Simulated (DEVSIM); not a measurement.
System: Ge p-i-n diode, at 300 K.

```tsv
layer (left to right)	material	thickness (μm)	Nd (cm⁻³)	Na (cm⁻³)	τn (s)	τp (s)
1	Ge	0.620	-	3.4e17	0.00083	0.00083
2	Ge	32.0	3.8e11	-	0.00083	0.00083
3	Ge	0.780	2.5e17	-	0.00083	0.00083
```

Left contact: ohmic. Right contact: ohmic. Voltage is applied to the left contact. Recombination: SRH at mid-gap, radiative, Auger. Mobility is constant in doping.

This is a model device: material constants are rounded textbook-type values typed into the input, and sizes, dopings and lifetimes were drawn at random. Values at 300 K.

| parameter | Ge |
|---|---|
| gap (eV) | 0.664 |
| affinity (eV) | 4 |
| permittivity | 16 |
| Nc (cm⁻³) | 1.04e19 |
| Nv (cm⁻³) | 6e18 |
| μn (cm²/Vs) | 3900 |
| μp (cm²/Vs) | 1900 |
| B (cm³/s) | 6.4e-14 |
| Cn (cm⁶/s) | 1e-31 |
| Cp (cm⁶/s) | 1e-31 |

DEVSIM, 1D drift-diffusion, Boltzmann statistics, complete ionisation; no tunnelling, impact ionisation, image-force lowering or self-heating.

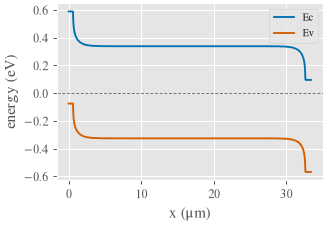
Figure: Band edges at zero bias

Energies count from the Fermi level of the right contact; mesh points crowd at the junctions.

```csv
x (μm),Ec (eV),Ev (eV),n (cm⁻³),p (cm⁻³),field (V/cm)
0.000,0.590,-0.074,1.3e9,3.4e17,≈ 0
0.04327,0.590,-0.074,1.3e9,3.4e17,≈ 0
0.1583,0.590,-0.074,1.3e9,3.4e17,≈ 0
0.4238,0.590,-0.074,1.3e9,3.4e17,≈ 0
0.5842,0.589,-0.075,1.3e9,3.3e17,-500
0.6243,0.552,-0.112,5.4e9,8.0e16,-22000
0.6776,0.492,-0.172,5.7e10,7.7e15,-6700
0.9360,0.417,-0.247,1.0e12,4.2e14,-1500
1.577,0.367,-0.297,7.0e12,6.2e13,-400
3.427,0.341,-0.323,1.9e13,2.3e13,-31
8.766,0.339,-0.325,2.1e13,2.1e13,≈ 0
24.95,0.339,-0.325,2.1e13,2.1e13,≈ 0
29.98,0.336,-0.328,2.4e13,1.9e13,-38
31.72,0.308,-0.356,6.9e13,6.4e12,-440
32.42,0.240,-0.424,9.6e14,4.6e11,-2300
32.57,0.183,-0.481,8.9e15,4.9e10,-7200
32.62,0.125,-0.539,8.2e16,5.3e9,-22000
32.66,0.097,-0.567,2.4e17,1.8e9,-550
32.84,0.096,-0.568,2.5e17,1.7e9,≈ 0
33.16,0.096,-0.568,2.5e17,1.7e9,≈ 0
33.33,0.096,-0.568,2.5e17,1.7e9,≈ 0
33.40,0.096,-0.568,2.5e17,1.7e9,≈ 0
```
